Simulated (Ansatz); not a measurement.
# SiHClO (SMILES O[Si]Cl): BCCD(T)/STO-3G

What is the vertical singlet–triplet gap of SiHClO at BCCD(T)/STO-3G? 

The calculation is run with Ansatz 0.2.0.

82 further runs of the same task are left out: 1 that didn't finish, 81 set aside as unsound or not needed.

## 1. The system as given

SiHClO has 4 atoms, charge 0, and is taken as a singlet. As SMILES, `O[Si]Cl`. The shape is that of a PBE0-D4/def2-TZVP optimisation.

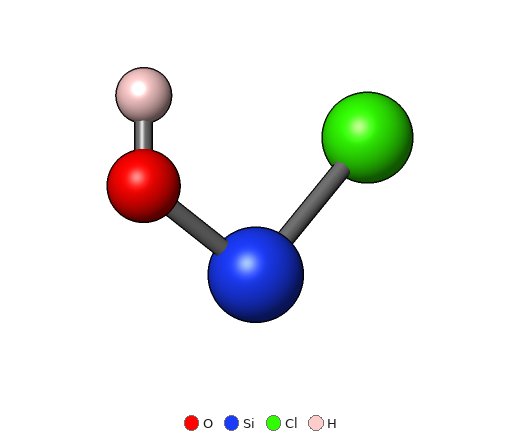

The structure, seen from a chosen angle (oxygen red, silicon blue, chlorine green, hydrogen pink).

## 2. The energy at BCCD(T)/STO-3G

File job.yaml:

```yaml
basis:
  gaussian:
    orbitals: STO-3G
crystal:
  periodic: [false, false, false]
  atoms:
    - {symbol: O, position_ang: [-0.911800, 0.450200, -0.308700]}
    - {symbol: Si, position_ang: [-0.434200, -0.789700, 0.647000]}
    - {symbol: Cl, position_ang: [1.662300, -0.701000, 0.421400]}
    - {symbol: H, position_ang: [-0.260800, 0.980400, -0.780000]}
total_charge: 0
correlation:
  method: bccd_t
  frozen_orbitals: {Cl: 5, H: 0, O: 1, Si: 5}
accuracy: high
scf:
  omitted_lower_state_checks: [cluster_reference, increment]
```

The run is started by

```
$ ansatz run job.yaml --threads 1 --pin off --max-ram 2610MiB --events-out events.jsonl --progress --plain --runs-dir runs
```

Output, cut to the lines that bear on the results:

```text
Warning: RAYON_NUM_THREADS=1 ignored (pool sized by the plan → 1); use --threads N
Functional definition: HF
  name "HF"
[...]
433 factors; integrals over basis functions are off by at most 3.0e-8 eV
[...]
mean field -22167.93096169 eV, -814.6564368786 hartree, gradient 1.2e-8 eV, S^2 0.000000; 0 other end points of the search recorded, 0 dependent functions left out
11 core orbitals not correlated: weight in the atoms' cores, before any rotation towards them, 1.000 or more for the frozen orbitals, at most 0.000 for the correlated occupied ones
reference -22167.93096169 eV, -814.6564368786 hartree; 9, 9 occupied and 4, 4 virtual orbitals, 433 factors
second order -2.07399681 eV of doubles, -0.00000000 eV of singles
cycle   1  -2.26042089 eV  change   -1.9e-1 eV  update   9.6e-2
[...]
cycle  21  -2.49852342 eV  change   4.0e-10 eV  update  7.4e-10
perturbative correction -0.18263978 eV, -0.0067118883 hartree
Total energy: -22170.61212489 eV, -814.7549678090 hartree
Checks for a lower state left out: cluster_reference, increment
```

It took 0.28 s on 1 thread of Arm Neoverse V1, shared host.

## 3. The triplet

File molecule.yaml:

```yaml
crystal:
  periodic: [false, false, false]
  atoms:
    - symbol: O
      position_ang: [-0.911800, 0.450200, -0.308700]
    - symbol: Si
      position_ang: [-0.434200, -0.789700, 0.647000]
    - symbol: Cl
      position_ang: [1.662300, -0.701000, 0.421400]
    - symbol: H
      position_ang: [-0.260800, 0.980400, -0.780000]
basis:
  gaussian: {orbitals: STO-3G}
total_charge: 0
magnetization: {spin_polarized: true, initial_magnetization: 2}
correlation: {method: bccd_t, frozen_orbitals: {Cl: 5, H: 0, O: 1, Si: 5}}
accuracy: high
scf: {omitted_lower_state_checks: [cluster_reference, increment]}
```

The run is started by

```
$ ansatz run molecule.yaml --threads 1 --pin off --max-ram 2610MiB --events-out events.jsonl --progress --plain --runs-dir runs
```

Output, cut to the lines that bear on the results:

```text
Warning: RAYON_NUM_THREADS=1 ignored (pool sized by the plan → 1); use --threads N
[... 2 set-up lines as earlier in the session ...]
[...]
433 factors; integrals over basis functions are off by at most 3.0e-8 eV
[...]
mean field -22164.96824122 eV, -814.5475589097 hartree, gradient 2.9e-8 eV, S^2 2.001159; 0 other end points of the search recorded, 0 dependent functions left out
11 core orbitals not correlated: weight in the atoms' cores, before any rotation towards them, 1.000 or more for the frozen orbitals, at most 0.000 for the correlated occupied ones
reference -22164.96824122 eV, -814.5475589097 hartree; 10, 8 occupied and 3, 5 virtual orbitals, 433 factors
second order -1.43609819 eV of doubles, -0.00000000 eV of singles
cycle   1  -1.69755268 eV  change   -2.6e-1 eV  update   5.9e-2
[...]
cycle  27  -1.85073877 eV  change   2.9e-10 eV  update   1.4e-9
perturbative correction -0.06611769 eV, -0.0024297804 hartree
Total energy: -22166.88509769 eV, -814.6180020856 hartree
Checks for a lower state left out: cluster_reference, increment
```

Run time: 0.44 s. Hardware: 1 thread of Arm Neoverse V1, shared host.

## 4. Results

Level: BCCD(T)/STO-3G, 11 core orbitals frozen.

```
                                             quantity          value
                                singlet: total energy  -814.75497 Eh
singlet: correlation energy (11 core orbitals frozen)      -98.5 mEh
                              singlet: (T) correction      -6.71 mEh
                                triplet: total energy  -814.61800 Eh
triplet: correlation energy (11 core orbitals frozen)      -70.4 mEh
                              triplet: (T) correction      -2.43 mEh
           triplet: ⟨S²⟩ of the reference determinant          2.001
     vertical energy of the triplet above the singlet       3.727 eV
```

At this shape the triplet lies 3.73 eV (360 kJ/mol) above the singlet. In a minimal basis such a difference can be off by several eV, whatever the method. The triples (singlet) make up 6.8 % of the correlation energy. The triples (triplet) make up 3.4 % of the correlation energy.
